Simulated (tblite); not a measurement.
Run report: C4H8GeO, geometry relaxation (part 1 of 4)

C4H8GeO, computed with GFN2-xTB geometry optimisation, gas phase (tblite 0.8.0).

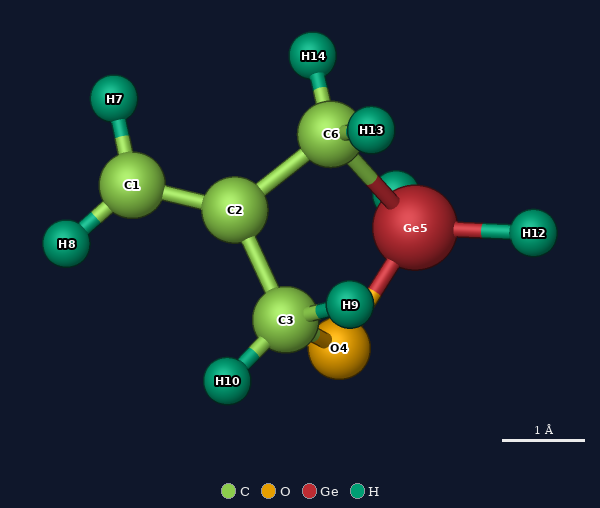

*The input geometry (ball-and-stick view, seen at a tilt; atoms are numbered from 1 in the order of the input). Sticks mark near contacts.*

Bond lengths as drawn: C–C 1.31 to 1.51 Å, C–Ge 1.98 Å, C–H 1.09 to 1.11 Å, C–O 1.40 Å, Ge–H 1.52 to 1.54 Å and Ge–O 1.79 Å.

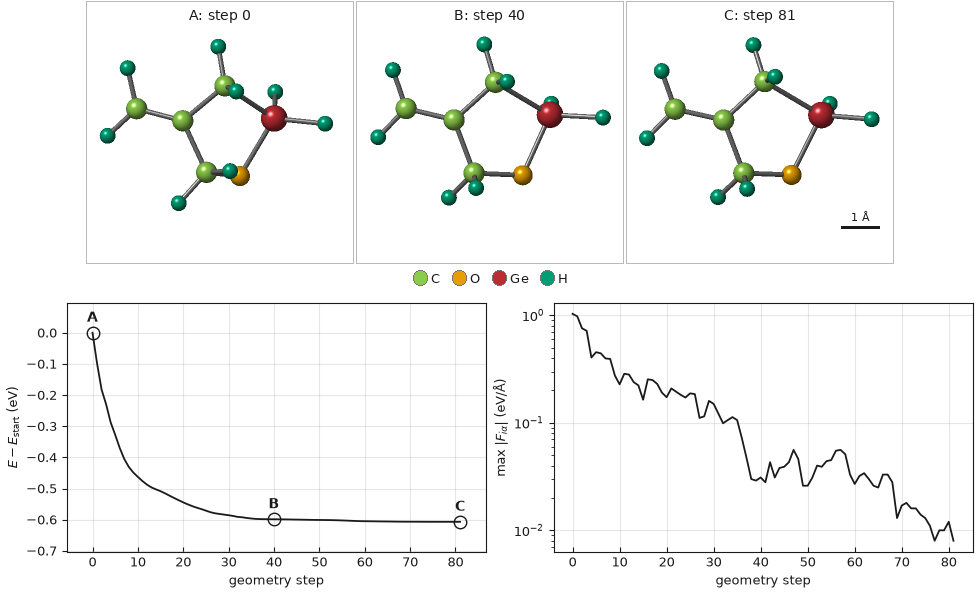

*Frames of the relaxation (ball-and-stick view, seen at a tilt) above the curves, on which the letters mark them (steps are counted from 0).*

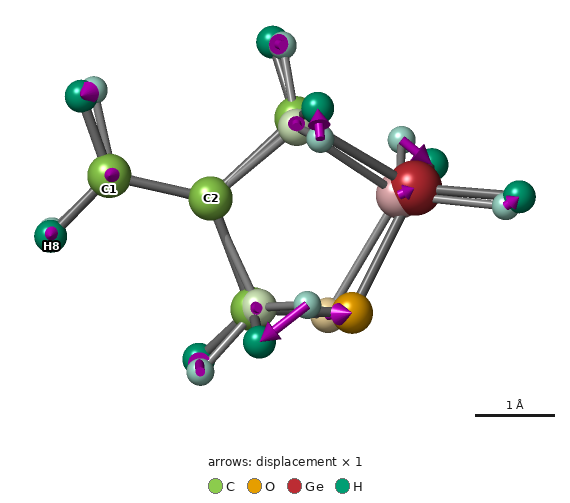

*Start (faint) and end (solid) with the displacements as pink arrows, at true length (ball-and-stick view, seen at a tilt). The two geometries are laid on each other by the best rigid fit.*

Over 81 geometry steps the energy falls by 0.607 eV. The largest force component goes from 1 to 0.008 eV/Å. H9 moves most after the best rigid fit: 0.77 Å. Largest moves by element: H 0.77 Å, O 0.45 Å, C 0.32 Å, Ge 0.22 Å. Among the contacts that change: Ge5–H11 1.544 → 1.510 Å, C1–H7 1.103 → 1.077 Å, C6–H13 1.114 → 1.094 Å, C3–O4 1.395 → 1.415 Å. Among the angles that change: C3–O4–Ge5 101.2° → 113.4°, C3–C2–C6 103.5° → 112.5°, C2–C6–Ge5 93.8° → 101.9°. (Atoms are counted from 1 in the order of the input.)

The input that produced these results follows, with the program's output.

**Input**
```
{"job": {"kind": "relax", "xc": "GFN2-xTB", "basis": "xTB"}, "charge": 0, "multiplicity": 1}
C     -1.930200     0.006400    -0.638400
C     -0.769600     0.154300    -0.051100
C     -0.281800    -0.438500     1.247700
O      0.660500    -1.411600     0.913100
Ge     1.701200    -0.509000    -0.222900
C      0.406100     0.956600    -0.533400
H     -2.064100     0.542100    -1.592800
H     -2.748200    -0.582000    -0.235100
H      0.277400     0.386300     1.743400
H     -1.098100    -0.806100     1.892000
H      1.891900    -1.359700    -1.497100
H      2.985500     0.027500     0.391400
H      0.618600     1.810400     0.150000
H      0.350300     1.223000    -1.589100
```

The first line tells a small driver script what to run in tblite; the rest is the geometry in Å.

Command:
```bash
OMP_NUM_THREADS=1 python <driver script> task.json out
```

**The program's output**
```
step      E/eV     max force
  0    -505.84986    1.453
  1    -505.94802    1.177
  2    -506.03234    0.795
  3    -506.07971    0.759
  4    -506.13751    0.475
  5    -506.17747    0.543
  6    -506.21980    0.507
  7    -506.25502    0.467
  8    -506.28064    0.418
  9    -506.29866    0.341
 10    -506.31274    0.319
 11    -506.32584    0.312
 12    -506.33748    0.302
 13    -506.34642    0.269
 14    -506.35277    0.268
 15    -506.35852    0.217
 16    -506.36545    0.317
 17    -506.37312    0.288
 18    -506.38041    0.251
 19    -506.38749    0.225
 20    -506.39445    0.258
 21    -506.40077    0.312
 22    -506.40654    0.249
 23    -506.41152    0.187
 24    -506.41600    0.188
 25    -506.42102    0.210
 26    -506.42597    0.203
 27    -506.42939    0.133
 28    -506.43165    0.125
 29    -506.43363    0.170
 30    -506.43563    0.180
 31    -506.43803    0.123
 32    -506.44103    0.111
 33    -506.44222    0.133
 34    -506.44454    0.135
 35    -506.44615    0.111
 36    -506.44750    0.079
 37    -506.44807    0.057
 38    -506.44832    0.036
 39    -506.44849    0.029
 40    -506.44864    0.031
 41    -506.44879    0.037
 42    -506.44896    0.046
 43    -506.44916    0.037
 44    -506.44941    0.039
 45    -506.44966    0.040
 46    -506.44990    0.051
 47    -506.45018    0.060
 48    -506.45048    0.052
 49    -506.45072    0.033
 50    -506.45087    0.029
 51    -506.45100    0.032
 52    -506.45117    0.043
 53    -506.45146    0.049
 54    -506.45186    0.053
 55    -506.45235    0.051
 56    -506.45291    0.055
 57    -506.45355    0.061
 58    -506.45417    0.060
 59    -506.45460    0.040
 60    -506.45484    0.037
 61    -506.45503    0.040
 62    -506.45524    0.041
 63    -506.45546    0.034
 64    -506.45565    0.032
 65    -506.45580    0.037
 66    -506.45597    0.037
 67    -506.45618    0.038
 68    -506.45634    0.036
 69    -506.45643    0.018
 70    -506.45648    0.020
 71    -506.45652    0.021
 72    -506.45657    0.021
 73    -506.45663    0.021
 74    -506.45668    0.017
 75    -506.45671    0.018
 76    -506.45674    0.013
 77    -506.45676    0.011
 78    -506.45678    0.011
 79    -506.45681    0.011
 80    -506.45683    0.013
 81    -506.45685    0.009
```

**Trajectory as extended XYZ (Å, eV, eV/Å), 57 of the 82 frames kept, from step=0 to step=81**
```
14
Properties=species:S:1:pos:R:3:forces:R:3 step=0 energy=-505.84986
C    -1.9302    0.0064   -0.6384   -0.4780   0.3560  -0.8190
C    -0.7696    0.1543   -0.0511    0.3690   1.0070   0.9810
C    -0.2818   -0.4385    1.2477   -0.7890   0.7790   0.3860
O     0.6605   -1.4116    0.9131    0.5010  -0.5520  -0.0640
Ge    1.7012   -0.5090   -0.2229    0.8050  -0.1770  -1.0320
C     0.4061    0.9566   -0.5334    0.0330  -0.3530  -0.2120
H    -2.0641    0.5421   -1.5928   -0.2700  -0.5540   0.5440
H    -2.7482   -0.5820   -0.2351    0.3000   0.1800  -0.1930
H     0.2774    0.3863    1.7434   -0.7460  -0.2600   0.4590
H    -1.0981   -0.8061    1.8920    0.4810  -0.2280  -0.1970
H     1.8919   -1.3597   -1.4971    0.1470   0.1010   0.5340
H     2.9855    0.0275    0.3914    0.0730  -0.3430   0.0880
H     0.6186    1.8104    0.1500   -0.2970  -0.3500  -0.7170
H     0.3503    1.2230   -1.5891   -0.1290   0.3940   0.2420
14
Properties=species:S:1:pos:R:3:forces:R:3 step=1 energy=-505.94802
C    -1.9371    0.0115   -0.6501    0.8090   0.2070   0.4160
C    -0.7644    0.1687   -0.0371   -0.9780   0.6550   0.0210
C    -0.2931   -0.4274    1.2532   -0.0770   0.1860   0.1020
O     0.6676   -1.4195    0.9122    0.1440   0.0850  -0.0600
Ge    1.7127   -0.5116   -0.2377    0.4960  -0.1130  -0.6100
C     0.4065    0.9515   -0.5364    0.1530  -0.2660  -0.1410
H    -2.0680    0.5341   -1.5851   -0.3060  -0.2300  -0.0170
H    -2.7439   -0.5795   -0.2378    0.1990   0.1410  -0.1600
H     0.2667    0.3825    1.7500   -0.5660  -0.1260   0.5510
H    -1.0912   -0.8094    1.8891    0.1900  -0.3070  -0.0270
H     1.8940   -1.3582   -1.4895    0.1820  -0.0180   0.3370
H     2.9865    0.0226    0.3927    0.0940  -0.3270   0.0640
H     0.6144    1.8054    0.1398   -0.1730  -0.2390  -0.5970
H     0.3484    1.2287   -1.5856   -0.1670   0.3510   0.1220
14
Properties=species:S:1:pos:R:3:forces:R:3 step=3 energy=-506.07971
C    -1.9253    0.0216   -0.6462    0.1910   0.1380   0.2550
C    -0.7822    0.2138   -0.0134   -0.0440  -0.0030  -0.0930
C    -0.3038   -0.4134    1.2575    0.2880  -0.3340  -0.0510
O     0.6782   -1.4146    0.9068   -0.1320   0.7170  -0.2100
Ge    1.7422   -0.5164   -0.2736   -0.2040   0.1980   0.3500
C     0.4120    0.9326   -0.5464    0.0300  -0.0090  -0.1640
H    -2.0865    0.5170   -1.5819   -0.1660  -0.0160  -0.2600
H    -2.7284   -0.5689   -0.2482   -0.0340  -0.0200   0.0810
H     0.2307    0.3756    1.7857   -0.2100   0.0970   0.5710
H    -1.0785   -0.8299    1.8871   -0.0750  -0.3710   0.0220
H     1.9064   -1.3615   -1.4703    0.2650  -0.3770  -0.2120
H     2.9927    0.0013    0.3966    0.1360  -0.2610   0.0090
H     0.6039    1.7912    0.1025    0.1510   0.0820  -0.1840
H     0.3378    1.2512   -1.5784   -0.1960   0.1600  -0.1140
14
Properties=species:S:1:pos:R:3:forces:R:3 step=4 energy=-506.13751
C    -1.9200    0.0301   -0.6394    0.0330   0.2380  -0.0320
C    -0.7856    0.2390    0.0004    0.0390  -0.3720  -0.2590
C    -0.3012   -0.4161    1.2572    0.0110   0.0570   0.2950
O     0.6798   -1.3897    0.8972    0.0510   0.3700  -0.1990
Ge    1.7516   -0.5125   -0.2817   -0.2820   0.1730   0.2950
C     0.4152    0.9215   -0.5568   -0.0300   0.3230  -0.1470
H    -2.1016    0.5071   -1.5880   -0.0170  -0.0330  -0.0700
H    -2.7203   -0.5633   -0.2516   -0.1460  -0.0940   0.2270
H     0.2050    0.3750    1.8226   -0.1730  -0.0030   0.4050
H    -1.0741   -0.8526    1.8869   -0.0040  -0.3140  -0.1560
H     1.9214   -1.3751   -1.4668    0.2490  -0.3570  -0.1890
H     3.0002   -0.0183    0.3989    0.1580  -0.1980   0.0140
H     0.6029    1.7861    0.0768    0.3030   0.2100   0.0150
H     0.3262    1.2684   -1.5782   -0.1910   0.0000  -0.1990
14
Properties=species:S:1:pos:R:3:forces:R:3 step=6 energy=-506.21980
C    -1.9185    0.0520   -0.6305   -0.1980   0.0410  -0.1680
C    -0.7844    0.2587    0.0097    0.0700  -0.3130  -0.2390
C    -0.3015   -0.4098    1.2721   -0.3210   0.3440   0.1870
O     0.6883   -1.3367    0.8747    0.1950  -0.2130   0.1760
Ge    1.7542   -0.4997   -0.2878    0.0050   0.0270  -0.2650
C     0.4161    0.9244   -0.5796   -0.1590   0.4430  -0.0060
H    -2.1246    0.4902   -1.6004    0.1710  -0.0160   0.1670
H    -2.7125   -0.5567   -0.2445   -0.1050  -0.0080   0.2750
H     0.1532    0.3724    1.9026   -0.1150  -0.0910   0.1000
H    -1.0673   -0.9069    1.8759    0.0300  -0.1690  -0.3260
H     1.9587   -1.4135   -1.4659    0.1330  -0.0750   0.1480
H     3.0214   -0.0605    0.4037    0.0890  -0.1050  -0.0170
H     0.6199    1.7916    0.0383    0.3530   0.3090   0.1920
H     0.2964    1.2941   -1.5905   -0.1490  -0.1740  -0.2250
14
Properties=species:S:1:pos:R:3:forces:R:3 step=7 energy=-506.25502
C    -1.9226    0.0618   -0.6278   -0.1570  -0.1130  -0.0700
C    -0.7819    0.2589    0.0066    0.0100  -0.0430  -0.1110
C    -0.3072   -0.4007    1.2819   -0.2350   0.1590  -0.0610
O     0.6957   -1.3144    0.8686    0.1270  -0.2440   0.3770
Ge    1.7537   -0.4924   -0.2950    0.1550   0.0160  -0.3970
C     0.4124    0.9371   -0.5902   -0.1380   0.3010   0.0660
H    -2.1310    0.4831   -1.6040    0.1810   0.0120   0.1780
H    -2.7116   -0.5537   -0.2341   -0.0530   0.0630   0.2290
H     0.1270    0.3697    1.9430   -0.1130  -0.1060  -0.0540
H    -1.0648   -0.9371    1.8632   -0.0010  -0.0680  -0.3400
H     1.9798   -1.4341   -1.4629    0.0660   0.0350   0.2470
H     3.0336   -0.0828    0.4053    0.0160  -0.0700  -0.0630
H     0.6375    1.8028    0.0259    0.2570   0.2420   0.1520
H     0.2786    1.3014   -1.6026   -0.1140  -0.1840  -0.1520
14
Properties=species:S:1:pos:R:3:forces:R:3 step=9 energy=-506.29866
C    -1.9313    0.0657   -0.6244    0.0700  -0.1800   0.1240
C    -0.7800    0.2578   -0.0026   -0.0280   0.2750   0.1400
C    -0.3199   -0.3893    1.2863    0.0930  -0.1980  -0.2610
O     0.7088   -1.2959    0.8813    0.0950   0.0550   0.2540
Ge    1.7579   -0.4814   -0.3171    0.0620   0.0440  -0.0770
C     0.4025    0.9654   -0.5984    0.0110  -0.0410   0.0610
H    -2.1291    0.4775   -1.6015    0.0590   0.0460   0.0610
H    -2.7144   -0.5473   -0.2098   -0.0040   0.1010   0.1170
H     0.0921    0.3617    1.9835   -0.1480  -0.0760  -0.2000
H    -1.0646   -0.9737    1.8310   -0.1370   0.0270  -0.2600
H     2.0069   -1.4569   -1.4493    0.0060   0.0360   0.1680
H     3.0475   -0.1110    0.4025   -0.0540  -0.0170  -0.1320
H     0.6701    1.8273    0.0196    0.0150   0.0210  -0.0510
H     0.2528    1.2997   -1.6232   -0.0410  -0.0910   0.0550
14
Properties=species:S:1:pos:R:3:forces:R:3 step=10 energy=-506.31274
C    -1.9323    0.0625   -0.6215    0.1340  -0.0940   0.1260
C    -0.7804    0.2636   -0.0026   -0.0030   0.2120   0.1550
C    -0.3231   -0.3895    1.2818    0.1570  -0.2280  -0.1580
O     0.7164   -1.2908    0.8930    0.1260   0.1720   0.0670
Ge    1.7612   -0.4769   -0.3273   -0.0490   0.0540   0.1460
C     0.3992    0.9747   -0.5991    0.0670  -0.1210   0.0270
H    -2.1260    0.4768   -1.5977    0.0020   0.0400   0.0390
H    -2.7162   -0.5429   -0.1982    0.0080   0.0800   0.0840
H     0.0774    0.3567    1.9899   -0.1450  -0.0480  -0.1910
H    -1.0677   -0.9839    1.8127   -0.1840   0.0250  -0.2210
H     2.0154   -1.4627   -1.4399   -0.0020  -0.0150   0.0740
H     3.0503   -0.1201    0.3980   -0.0430   0.0120  -0.1400
H     0.6814    1.8362    0.0173   -0.0550  -0.0480  -0.1190
H     0.2437    1.2958   -1.6285   -0.0120  -0.0420   0.1110
14
Properties=species:S:1:pos:R:3:forces:R:3 step=12 energy=-506.33748
C    -1.9274    0.0562   -0.6114    0.0920   0.1220   0.0400
C    -0.7800    0.2847    0.0067    0.0740  -0.1380   0.0130
C    -0.3239   -0.3982    1.2703    0.0190  -0.0540   0.1140
O     0.7402   -1.2707    0.9137    0.1390   0.1560  -0.1620
Ge    1.7652   -0.4660   -0.3380   -0.1110  -0.0130   0.2810
C     0.3976    0.9846   -0.6010    0.0870  -0.1240  -0.0150
H    -2.1224    0.4754   -1.5868   -0.0570   0.0190   0.0690
H    -2.7173   -0.5301   -0.1722    0.0580   0.0360   0.0370
H     0.0384    0.3445    1.9967   -0.0830   0.0090  -0.0460
H    -1.0829   -1.0050    1.7653   -0.1550  -0.0140  -0.1630
H     2.0326   -1.4764   -1.4183   -0.0420  -0.0470  -0.0280
H     3.0553   -0.1376    0.3822    0.0380   0.1000  -0.1010
H     0.6991    1.8494    0.0026   -0.0950  -0.0670  -0.1320
H     0.2249    1.2887   -1.6321    0.0360   0.0150   0.0930
14
Properties=species:S:1:pos:R:3:forces:R:3 step=13 energy=-506.34642
C    -1.9234    0.0565   -0.6057    0.0090   0.1600   0.0060
C    -0.7778    0.2917    0.0120    0.1030  -0.2390  -0.0680
C    -0.3237   -0.4033    1.2679   -0.0730   0.0400   0.1320
O     0.7536   -1.2573    0.9182    0.0730   0.0540  -0.0970
Ge    1.7650   -0.4618   -0.3365   -0.0290  -0.0640   0.1550
C     0.3991    0.9848   -0.6025    0.0570  -0.0900  -0.0200
H    -2.1231    0.4748   -1.5809   -0.0560   0.0250   0.0780
H    -2.7155   -0.5233   -0.1608    0.0780   0.0260   0.0250
H     0.0187    0.3396    2.0002   -0.0500   0.0200   0.0450
H    -1.0929   -1.0152    1.7415   -0.0890  -0.0370  -0.1310
H     2.0394   -1.4837   -1.4094   -0.0730  -0.0100  -0.0110
H     3.0586   -0.1435    0.3732    0.0800   0.1380  -0.0690
H     0.7039    1.8530   -0.0082   -0.0790  -0.0340  -0.0840
H     0.2174    1.2871   -1.6313    0.0500   0.0110   0.0390
14
Properties=species:S:1:pos:R:3:forces:R:3 step=14 energy=-506.35277
C    -1.9205    0.0595   -0.6009   -0.0550   0.1380  -0.0040
C    -0.7742    0.2926    0.0145    0.1000  -0.2230  -0.1110
C    -0.3245   -0.4066    1.2680   -0.1000   0.0730   0.0740
O     0.7642   -1.2464    0.9200   -0.0150  -0.0440   0.0350
Ge    1.7645   -0.4600   -0.3327    0.0730  -0.0800   0.0060
C     0.4013    0.9830   -0.6039    0.0360  -0.0610  -0.0240
H    -2.1249    0.4751   -1.5756   -0.0490   0.0450   0.0620
H    -2.7125   -0.5177   -0.1522    0.0750   0.0190   0.0230
H     0.0035    0.3366    2.0040   -0.0360   0.0170   0.1050
H    -1.1019   -1.0236    1.7220   -0.0290  -0.0540  -0.0920
H     2.0429   -1.4891   -1.4031   -0.0950   0.0240   0.0130
H     3.0627   -0.1450    0.3655    0.1020   0.1590  -0.0450
H     0.7058    1.8549   -0.0177   -0.0630  -0.0080  -0.0300
H     0.2129    1.2862   -1.6301    0.0570  -0.0050  -0.0130
14
Properties=species:S:1:pos:R:3:forces:R:3 step=16 energy=-506.36545
C    -1.9181    0.0717   -0.5911   -0.0810   0.0140   0.0080
C    -0.7622    0.2811    0.0110    0.0080   0.0240  -0.0970
C    -0.3299   -0.4107    1.2698   -0.0170   0.0020  -0.0870
O     0.7801   -1.2308    0.9290   -0.1210  -0.1450   0.2540
Ge    1.7688   -0.4613   -0.3249    0.1790  -0.0170  -0.1400
C     0.4082    0.9755   -0.6076    0.0370  -0.0160  -0.0470
H    -2.1307    0.4806   -1.5631   -0.0520   0.1030  -0.0260
H    -2.7033   -0.5067   -0.1350    0.0090   0.0050   0.0330
H    -0.0249    0.3321    2.0150   -0.0650  -0.0260   0.1280
H    -1.1205   -1.0404    1.6818    0.0670  -0.0590   0.0170
H     2.0413   -1.4963   -1.3916   -0.1000   0.0220   0.0160
H     3.0761   -0.1352    0.3479    0.1060   0.1530  -0.0170
H     0.7045    1.8574   -0.0346   -0.0390  -0.0100   0.0600
H     0.2099    1.2826   -1.6289    0.0680  -0.0510  -0.1030
14
Properties=species:S:1:pos:R:3:forces:R:3 step=17 energy=-506.37312
C    -1.9185    0.0804   -0.5852   -0.0450  -0.0470   0.0010
C    -0.7541    0.2719    0.0051   -0.0600   0.1690  -0.0440
C    -0.3340   -0.4131    1.2695    0.0480  -0.0590  -0.1250
O     0.7869   -1.2262    0.9410   -0.0880  -0.1130   0.2500
Ge    1.7757   -0.4633   -0.3218    0.1360   0.0310  -0.0820
C     0.4141    0.9697   -0.6107    0.0410   0.0070  -0.0600
H    -2.1355    0.4876   -1.5553   -0.0620   0.1240  -0.0650
H    -2.6973   -0.5001   -0.1236   -0.0430   0.0020   0.0360
H    -0.0427    0.3289    2.0231   -0.1010  -0.0680   0.0850
H    -1.1309   -1.0509    1.6573    0.1060  -0.0440   0.0790
H     2.0359   -1.4993   -1.3847   -0.0790  -0.0170  -0.0150
H     3.0873   -0.1227    0.3361    0.0910   0.1280  -0.0110
H     0.7014    1.8582   -0.0427   -0.0260  -0.0360   0.0870
H     0.2112    1.2783   -1.6303    0.0810  -0.0750  -0.1360
14
Properties=species:S:1:pos:R:3:forces:R:3 step=19 energy=-506.38749
C    -1.9211    0.0945   -0.5770    0.0190  -0.0640  -0.0580
C    -0.7430    0.2634   -0.0071   -0.0990   0.1910   0.0650
C    -0.3395   -0.4201    1.2644    0.0730  -0.0820  -0.0450
O     0.7968   -1.2243    0.9734    0.0890   0.0760   0.0040
Ge    1.7932   -0.4658   -0.3165   -0.0510   0.0530   0.1400
C     0.4270    0.9595   -0.6196   -0.0120   0.0350  -0.0410
H    -2.1479    0.5075   -1.5433   -0.0750   0.0970  -0.0300
H    -2.6895   -0.4883   -0.1014   -0.0840   0.0290   0.0020
H    -0.0801    0.3184    2.0391   -0.1340  -0.1260  -0.0400
H    -1.1432   -1.0705    1.6183    0.1220  -0.0240   0.1290
H     2.0203   -1.5056   -1.3743   -0.0220  -0.0770  -0.0540
H     3.1122   -0.0906    0.3138    0.0390   0.0590  -0.0140
H     0.6934    1.8561   -0.0517    0.0180  -0.0720   0.0640
H     0.2206    1.2654   -1.6403    0.1160  -0.0940  -0.1230
14
Properties=species:S:1:pos:R:3:forces:R:3 step=20 energy=-506.39445
C    -1.9224    0.0994   -0.5750    0.0210  -0.0280  -0.0710
C    -0.7406    0.2659   -0.0110   -0.0720   0.0720   0.0760
C    -0.3406   -0.4250    1.2604    0.0230  -0.0420   0.0290
O     0.8037   -1.2219    0.9900    0.1540   0.1670  -0.1220
Ge    1.8014   -0.4654   -0.3121   -0.1100   0.0210   0.1730
C     0.4325    0.9560   -0.6254   -0.0570   0.0280  -0.0060
H    -2.1562    0.5194   -1.5385   -0.0670   0.0610   0.0240
H    -2.6881   -0.4817   -0.0907   -0.0700   0.0530  -0.0350
H    -0.1026    0.3095    2.0474   -0.1090  -0.1200  -0.0830
H    -1.1446   -1.0815    1.6036    0.1110  -0.0290   0.1080
H     2.0128   -1.5110   -1.3704   -0.0010  -0.0580  -0.0260
H     3.1256   -0.0745    0.3031    0.0060   0.0240  -0.0200
H     0.6905    1.8533   -0.0544    0.0440  -0.0600   0.0260
H     0.2279    1.2569   -1.6492    0.1280  -0.0900  -0.0730
```
